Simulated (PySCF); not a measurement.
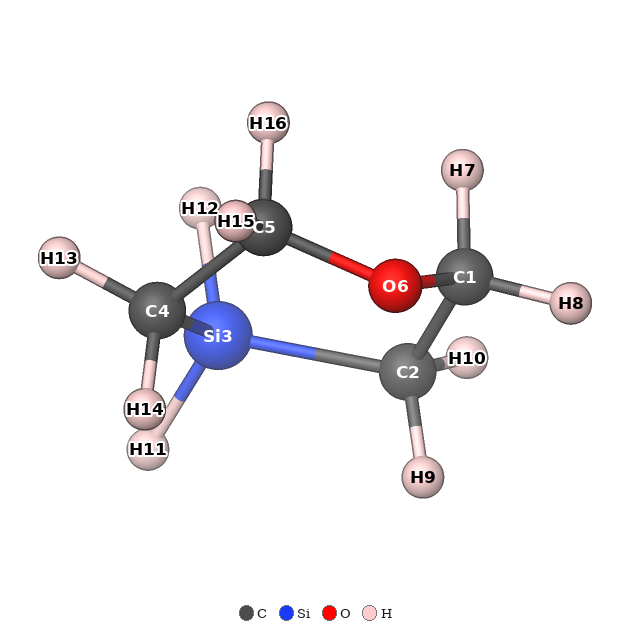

Distant atoms are faded towards the background colour. The computed structure is the end point of a GFN2-xTB optimisation. No frequency run is at hand to confirm it as a minimum.

What is the conformation of the ring C1–C2–Si3–C4–C5–O6?

It is a chair (Cremer–Pople θ = 6°, folded into 0 to 90°). The Cremer–Pople amplitude Q is 0.59 Å.

Give the torsion angles round the ring, beginning with the bond from its second to its third atom.

−41°, 41°, −56°, 72°, −72°, 56°.
